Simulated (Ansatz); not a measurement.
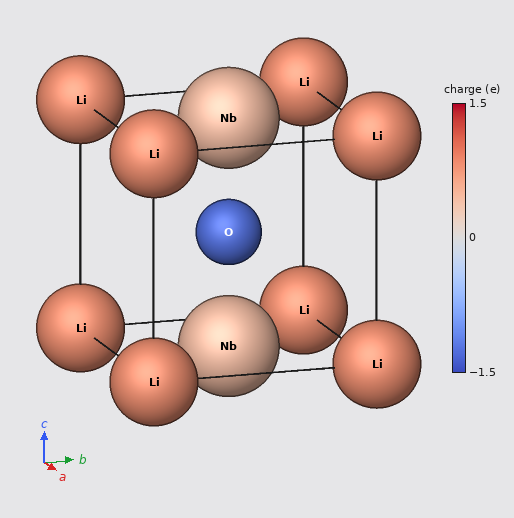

This spheres-only model is shown slightly off an axis. The parallelepiped is the simulation cell. The atoms of this LiNbO cell are coloured by their Bader charge.

Computational set-up: Ansatz, DFT PBE, scalar-relativistic, plane waves, PAW, a cutoff energy of 420 eV, k-points on a 12×12×12 grid, Gaussian smearing of 0.1 eV, no spin polarisation.

### Give the charges by element.

Most positive: Li; most negative: O. Charges: about Li +0.8 e; Nb +0.4 e; O -1.2 e.

It derives from a structure type filled with these elements by a generator (whether the compound takes this form wasn't checked). Earlier steps of the study may have refined or changed the cell and positions. It was run through Ansatz as a DFT input.
